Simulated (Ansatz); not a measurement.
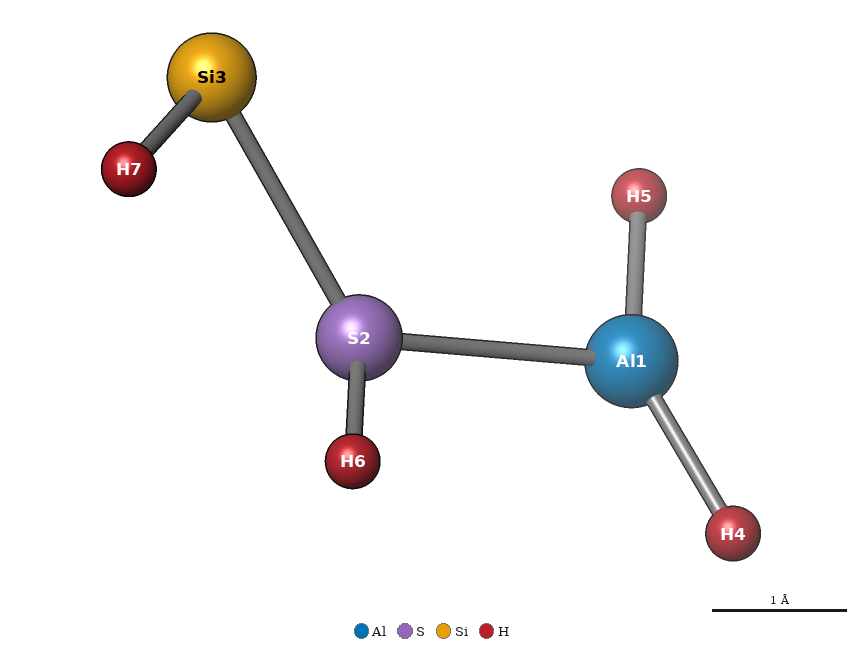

Orthographic view. Atoms fade into the background with distance from the viewer. The species has charge +1 and is a spin singlet. The computed structure is the end point of a PBE-D4/def2-SVP optimisation. No frequency run is at hand to confirm it as a minimum.

Write a Z-matrix (Å, degrees) in the order of the atom numbers, with these reference atoms: 2 to 1; 3 to 2, 1; 4 to 1, 2, 3; 5 to 1, 4, 2; 6 to 2, 3, 1; 7 to 3, 2, 6.

```
Al 
S    1   2.352
Si   2   2.272   1   124.5
H    1   1.575   2   109.1   3   154.3
H    1   1.575   4   144.6   2  -179.4
H    2   1.370   3   116.0   1   143.3
H    3   1.537   2    86.9   6   -11.1
```
